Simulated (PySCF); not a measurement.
```xyz
18
charge 0, multiplicity 1
C     1.4823    1.2487    0.7644
C     1.4791    0.0141   -0.1363
N     0.1884   -0.6206   -0.2780
Si   -0.4308   -1.7509    0.8651
N    -0.6279    0.0282   -1.2362
C    -1.7293    0.7923   -0.6790
H     0.9055    2.0522    0.3136
H     2.5018    1.5976    0.9113
H     1.0523    1.0042    1.7335
H     1.8227    0.2925   -1.1371
H     2.1635   -0.7317    0.2748
H    -1.4288   -2.5273    0.1226
H     0.7175   -2.5492    1.2821
H    -1.0827   -1.1770    2.0564
H    -1.0003   -0.6836   -1.8624
H    -2.2479    1.2806   -1.5032
H    -1.3285    1.5550   -0.0139
H    -2.4456    0.1813   -0.1141
```

Describe the molecule in this file.

The molecule is C₃H₁₂N₂Si. SMILES: `CCN([SiH3])NC`. It has no ring. Among its groups: Si–H bond, Si–N bond. The point group is C1. Coordination: 3 C tetrahedral; 1 N trigonal planar; 1 Si tetrahedral; 1 N trigonal pyramidal.

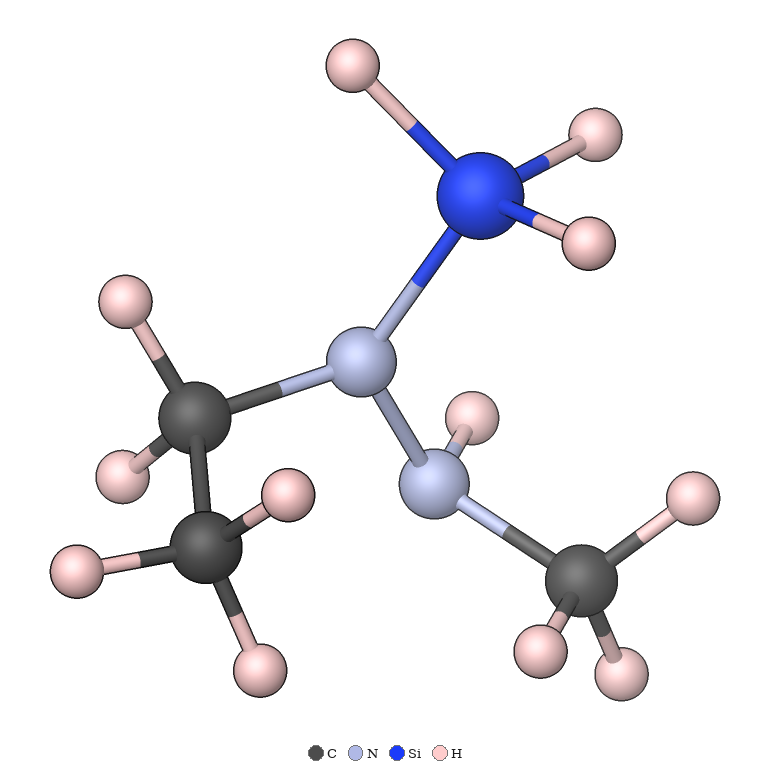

Simulated data, not a measurement (program: PySCF).
